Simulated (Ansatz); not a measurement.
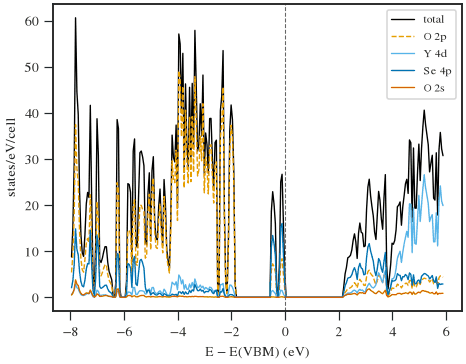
Total and projected density of states of YSeO₃ in space group P2_1/c (No. 14; Pearson symbol mP40), r²SCAN in the plane-wave PAW code Ansatz

Q: Which orbitals carry the states next to the gap?

A: Top 1 eV of the valence band: Se 4p 59 %, O 2p 32 %, Y 4d 6 %. Bottom 1 eV of the conduction band: Se 4p 46 %, O 2p 23 %, Y 4d 11 %, O 2s 7 %, outside the projected shells 8 %. Projections are on Löwdin-orthogonalised atomic valence shells; empty p or d shells of many metals are not among them.

The first step of the workflow began from a Materials Project structure, measured or hypothetical; the Crystallography Open Database copy checked does not list it. Whether it is the stable phase at ambient conditions was not checked. The r²SCAN relaxation kept the symmetry of its start; whether a distortion lowers the energy is not shown. No spin polarisation was allowed. Scalar-relativistic: spin–orbit coupling is off unless named, which matters more the heavier the elements.

Potentials: the later of the program's two PAW sets.
